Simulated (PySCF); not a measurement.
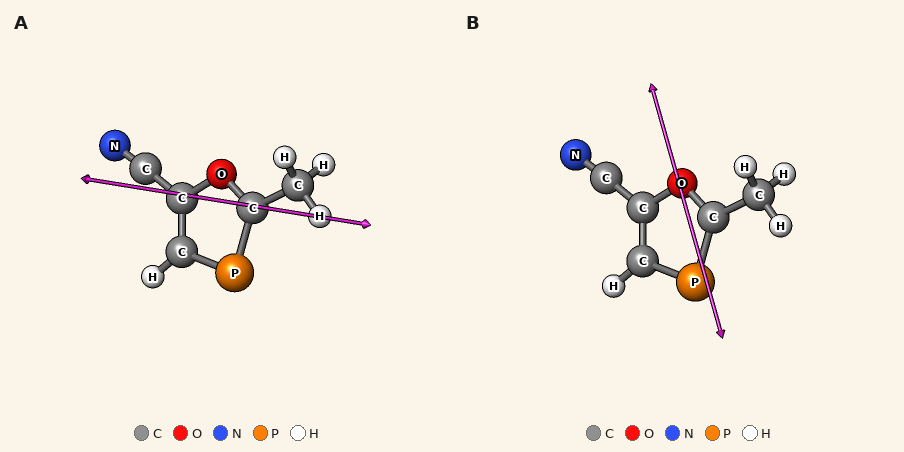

The double arrows show the directions of two transition dipoles from the ground state (lengths mean nothing). The geometry was computed by an optimisation with GFN2-xTB. No frequency run is at hand to confirm it as a minimum. Level of theory: TDDFT PBE0/def2-SVPD, vertical, gas phase, core orbitals frozen in the response (PySCF 2.14.0).

**One belongs to singlet state 1 and one to singlet state 5. Which is which?**

A: state 1, 4.86 eV (255 nm), oscillator strength 0.25, mainly HOMO → LUMO (weight 0.90).
B: state 5, 6.31 eV (197 nm), oscillator strength 0.35, mainly HOMO−1 → LUMO (weight 0.64).

The geometry is semi-empirical. Around P such bond lengths and angles can be off by a tenth of an ångström or more and by several degrees, and values that hang on the shape move with them.
